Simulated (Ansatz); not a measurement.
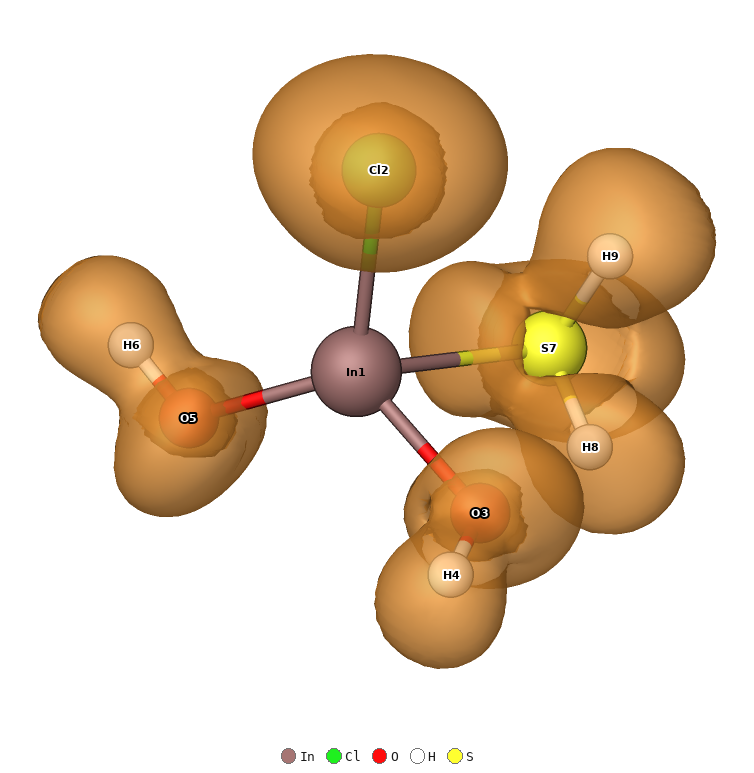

Figure 1: ClH₄InO₂S. Isosurface of the electron localisation function at 0.75 (orange), seen at a tilt. Core shells and regions of very low density are left out.

Core potentials replace the inner electrons of In.

The calculation used RKS CAM-B3LYP/def2-SVP (Ansatz).

| atom | x (Å) | y (Å) | z (Å) |
| --- | --- | --- | --- |
| In | -0.2018 | -0.0747 | 0.3015 |
| Cl | -0.4902 | -1.2090 | 2.3472 |
| O | 1.6746 | 0.4274 | -0.2121 |
| H | 2.1421 | -0.1709 | -0.8065 |
| O | -1.5928 | -0.2092 | -1.1092 |
| H | -2.4187 | -0.5906 | -0.7866 |
| S | -0.0069 | 2.5218 | 1.2243 |
| H | 1.2190 | 2.2621 | 0.6900 |
| H | 0.3396 | 2.0930 | 2.4574 |

Describe the localisation domains.

Answer. The surface consists of one region wrapped around Cl (its valence shell), two joined regions spread over several atoms (H, O), in which their bonds and any lone pairs are merged and one joined region spread over several atoms (H, S), in which their bonds and any lone pairs are merged. Profiles from the grid: In–O (1.99 Å): the ELF peaks at about 0.85 in the valence shell of O, 0.6 Å from its nucleus, and drops to about 0.15 between the two atoms. In–Cl (2.36 Å): the ELF peaks at about 0.85 in the valence shell of Cl, 0.8 Å from its nucleus, and drops to about 0.15 between the two atoms.
